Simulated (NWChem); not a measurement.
# triplet BHOF2: levels of theory compared

Aim: a comparison of 3 runs (U-wB97X/def2-SVPD, UB2PLYP/def2-SVPD, UCAM-B3LYP/def2-SVPD) of triplet BHOF2. 

The calculation is run with NWChem 7.3.0.

## 1. Starting point

The species is BHOF2 (5 atoms), meant as a triplet with charge 0. SMILES of the parent species: `OB(F)F`. Geometry: relaxed at PBE0-D4/def2-TZVP. That shape belongs to the parent species and isn't relaxed for this state.

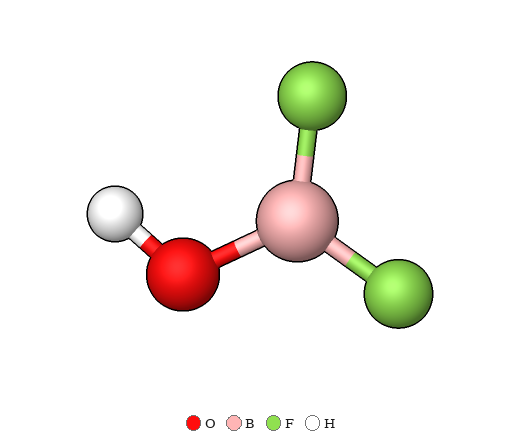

The structure, seen from a chosen angle (oxygen red, boron pink, fluorine green, hydrogen white).

## 2. The energy at U-wB97X/def2-SVPD (run 1)

m1.nw

```
start m1
memory stack 880 mb heap 220 mb global 1100 mb

geometry units angstroms noautosym nocenter noautoz
O        0.038630       1.000750       0.174310
B        0.105760      -0.342460       0.137210
F        0.731030      -0.986880       1.100700
F       -0.439530      -1.051930      -0.843330
H       -0.435890       1.380520      -0.568880
end

basis spherical bse
* library def2-SVPD
end

dft
xc wb97x
mult 3
grid fine
convergence energy 1e-08
maxiter 100
mulliken
print medium
end

task dft energy
```

Started as:

```
$ nwchem m1.nw > m1.out
```

Standard output:

```text
[...]
          Wavefunction type:  spin polarized.
          No. of atoms     :     5
          No. of electrons :    32
[...]
          Charge           :     0
          Spin multiplicity:     3
[...]
          AO basis - number of functions:    97
[...]
              XC Information
              --------------
                       wb97x  Method XC Functional
                     Hartree-Fock (Exact) Exchange  1.000
                         wb97x Exchange Functional  1.000
                      wb97x Correlation Functional  1.000
[...]
 d= 0,ls=0.0,diis     1   -299.7627059157 -4.12D+02  8.67D-02  3.04D-01     5.8
[...]
 d= 0,ls=0.0,diis    14   -299.9161719651 -2.25D-09  3.70D-06  2.21D-10    76.9
[...]
         Total DFT energy =     -299.916171965055
      One electron energy =     -636.174227488136
           Coulomb energy =      257.292185220659
    Exchange-Corr. energy =      -33.759736579855
 Nuclear repulsion energy =      112.725606882276
[...]
      Total Density - Mulliken Population Analysis
     ---------------------------------------------
    Atom       Charge   Shell Charges
 -----------   ------   -------------------------------------------------------
    1 O    8     8.11   1.99  1.18  0.50  0.19  2.77  1.15  0.30  0.01  0.01
    2 B    5     4.80   1.98  0.74 -0.15  0.53  1.53 -0.08  0.30 -0.05
    3 F    9     9.28   1.99  1.15  0.70  0.15  3.36  1.80  0.13  0.01 -0.00
    4 F    9     9.04   1.99  1.15  0.70 -0.09  3.35  1.80  0.14  0.01 -0.00
    5 H    1     0.77   0.66 -0.04  0.08  0.07
[...]
      <S2> =      2.0036 (Exact =     2.0000)
[...]
```

Run time: 78 s. Hardware: 1 thread of Intel Xeon Platinum 8559C (Emerald Rapids), shared host; peak memory 0.12 GiB.

## 3. The energy at UB2PLYP/def2-SVPD (run 2)

nw.nw

```
start nw
title "BF2HO"
memory stack 880 mb heap 220 mb global 1100 mb

geometry units angstrom noautosym nocenter noautoz
  O      0.038630     1.000750     0.174310
  B      0.105760    -0.342460     0.137210
  F      0.731030    -0.986880     1.100700
  F     -0.439530    -1.051930    -0.843330
  H     -0.435890     1.380520    -0.568880
end

basis spherical bse
  * library def2-SVPD
end

dft
  xc hfexch 0.53 becke88 0.47 lyp 0.73 mp2 0.27
  dftmp2 semidirect
  mult 3
  grid fine
  convergence energy 1e-08
  iterations 100
  mulliken
end

mp2
  freeze core 4
end

task dft
```

Started as:

```
$ nwchem nw.nw > nw.out
```

Standard output:

```text
[...]
          Wavefunction type:  spin polarized.
          No. of atoms     :     5
          No. of electrons :    32
[...]
          Charge           :     0
          Spin multiplicity:     3
[...]
          AO basis - number of functions:    97
[...]
              XC Information
              --------------
                     Hartree-Fock (Exact) Exchange  0.530
                    Becke 1988 Exchange Functional  0.470
              Lee-Yang-Parr Correlation Functional  0.730
[...]
 d= 0,ls=0.0,diis     1   -299.4267372920 -4.12D+02  1.03D-01  2.82D-01     1.4
[...]
 d= 0,ls=0.0,diis    12   -299.5691246789 -4.65D-09  3.80D-06  2.79D-10    18.4
[...]
         Total DFT energy =     -299.569124678941
      One electron energy =     -636.202126113052
           Coulomb energy =      257.351955741372
    Exchange-Corr. energy =      -33.444561189537
 Nuclear repulsion energy =      112.725606882276
[...]
      Total Density - Mulliken Population Analysis
     ---------------------------------------------
    Atom       Charge   Shell Charges
 -----------   ------   -------------------------------------------------------
    1 O    8     8.16   1.99  1.18  0.52  0.21  2.77  1.19  0.29  0.01  0.01
    2 B    5     4.66   1.99  0.70 -0.21  0.60  1.47 -0.17  0.30 -0.01
    3 F    9     9.33   1.99  1.14  0.72  0.13  3.36  1.85  0.13  0.01 -0.00
    4 F    9     9.11   1.99  1.15  0.72 -0.10  3.35  1.85  0.14  0.01 -0.00
    5 H    1     0.74   0.64 -0.04  0.08  0.06
[...]
      <S2> =      2.0037 (Exact =     2.0000)
[...]
  Basis functions       =     97
[...]
```

Run time: 23 s. Hardware: 1 thread of Intel Xeon Platinum 8559C (Emerald Rapids), shared host; peak memory 0.3 GiB.

## 4. A single-point energy at UCAM-B3LYP/def2-SVPD (run 3)

bf2ho.nw

```
start bf2ho
title "BF2HO"
memory stack 880 mb heap 220 mb global 1100 mb
geometry units bohr noautosym nocenter noautoz
 O    0.07300012   1.89114342   0.32939816
 B    0.19985743  -0.64715561   0.25928932
 F    1.38144649  -1.86493292   2.08002155
 F   -0.83059132  -1.98785960  -1.59366273
 H   -0.82371272   2.60880471  -1.07502740
end
basis "ao basis" spherical bse
 O library def2-SVPD
 B library def2-SVPD
 F library def2-SVPD
 H library def2-SVPD
end
dft
 xc xcamb88 1.00 lyp 0.81 vwn_5 0.19 hfexch 1.00
 cam 0.33 cam_alpha 0.19 cam_beta 0.46
 mult 3
 grid fine
 convergence energy 1e-08
 direct
 iterations 100
 mulliken
 print medium
end
task dft
```

Started as:

```
$ nwchem bf2ho.nw > bf2ho.out
```

Standard output:

```text
[...]
          Wavefunction type:  spin polarized.
          No. of atoms     :     5
          No. of electrons :    32
[...]
          Charge           :     0
          Spin multiplicity:     3
[...]
          AO basis - number of functions:    97
[...]
              XC Information
              --------------
                     Hartree-Fock (Exact) Exchange  1.000
                   CAM-Becke88 Exchange Functional  1.000
                      VWN V Correlation Functional  0.190 local
              Lee-Yang-Parr Correlation Functional  0.810
[...]
 d= 0,ls=0.0,diis     1   -299.7652055886 -4.12D+02  1.02D-01  3.19D-01     6.1
[...]
 d= 0,ls=0.5,diis    31   -299.9209638140 -6.85D-09  6.05D-06  3.46D-09   162.2
[...]
         Total DFT energy =     -299.920963817409
      One electron energy =     -636.204624832344
           Coulomb energy =      257.310169527569
    Exchange-Corr. energy =      -33.752107262775
 Nuclear repulsion energy =      112.725598750142
[...]
      Total Density - Mulliken Population Analysis
     ---------------------------------------------
    Atom       Charge   Shell Charges
 -----------   ------   -------------------------------------------------------
    1 O    8     8.02   1.99  1.18  0.49  0.17  2.78  1.14  0.25  0.01  0.00
    2 B    5     4.91   1.98  0.76 -0.15  0.60  1.55 -0.10  0.30 -0.03
    3 F    9     9.25   1.99  1.15  0.70  0.16  3.36  1.76  0.13  0.01 -0.00
    4 F    9     9.03   1.99  1.15  0.70 -0.07  3.35  1.76  0.14  0.01 -0.00
    5 H    1     0.78   0.65  0.00  0.08  0.06
[...]
      <S2> =      2.0029 (Exact =     2.0000)
[...]
```

It took 2.8 min on 1 thread of Intel Xeon Platinum 8559C (Emerald Rapids), shared host; peak memory 0.12 GiB.

## 5. The series

```tsv
run	level	frozen core orbitals	energy (Eh)	dipole moment (D)	HOMO energy (eV)	⟨S²⟩	wall time
1	U-wB97X/def2-SVPD	–	-299.916172	2.42	-4.58	2.004	78 s
2	UB2PLYP/def2-SVPD	4	-299.771954	1.99	-3.64	2.004	23 s
3	UCAM-B3LYP/def2-SVPD	–	-299.920964	1.80	-4.04	2.003	2.8 min
```

## 6. Outcome

| quantity | value |
| --- | --- |
| run 3: total energy | -299.92096 Eh |
| run 3: dipole moment | 1.80 D |
| run 3: HOMO energy (highest over α and β) | -4.04 eV |
| run 3: ⟨S²⟩ | 2.003 |

The dipole moment (its size) runs from 1.80 D (UCAM-B3LYP/def2-SVPD) to 2.42 D (U-wB97X/def2-SVPD). Totals of different functionals can't be ranked against each other. All runs together took 4.5 min, the longest 2.8 min.
